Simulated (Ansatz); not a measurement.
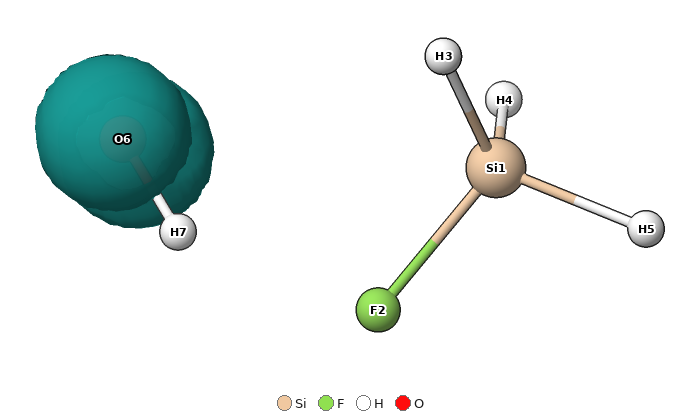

The picture shows: FH$_{3}$Si···OH (doublet). Isosurfaces of the spin density at +0.08 (teal) and −0.08 e/Å³ (pink), seen at a tilt.

These are results of Ansatz 0.2.0, UKS B3LYP/6-31G*, not measurements.

```csv
atom,x (Å),y (Å),z (Å)
Si,-0.1061,-0.1772,0.1582
F,-0.6658,-1.1134,1.3712
H,1.3675,-0.0778,0.2677
H,-0.7430,1.1570,0.2465
H,-0.4811,-0.8401,-1.1150
O,0.2852,0.5160,3.4596
H,-0.1697,-0.2655,3.0703
```

### Which atoms carry the spin?

The unpaired spin (1 electron) lies mostly on O6 (about 1.0), in electrons by Hirshfeld's partition.
